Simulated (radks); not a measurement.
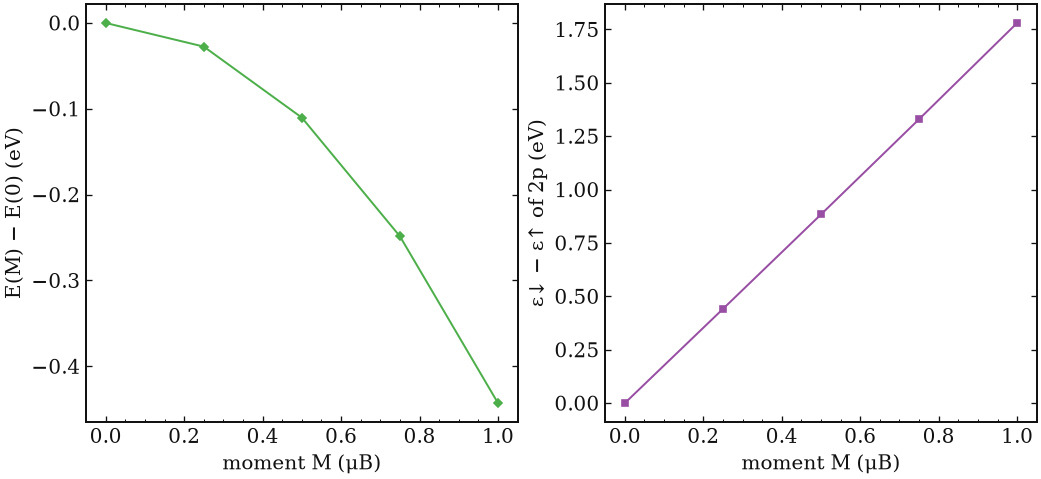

For C⁺ in [He] 2s2 2p1, the spin moment of the 2p shell is fixed at a series of values. The calculation used the in-house radial solver radks at this level: scalar-relativistic Kohn-Sham, PBEsol, spin-polarised, spherical densities, finite nucleus. The plot shows the energy and the exchange splitting.

> What is the spin-polarisation energy, and which exchange integral follows?

The energy falls with the moment, to −0.443 eV at M = 1 μB, the largest moment run; with one electron or hole in the shell the exact energy would hardly depend on M, so most of the fall is the functional's fractional-spin error. A fit E = −I M²/4 gives an exchange integral I of about 1.8 eV, and the exchange splitting grows nearly in proportion to M, to 1.78 eV (1.8 eV per μB).
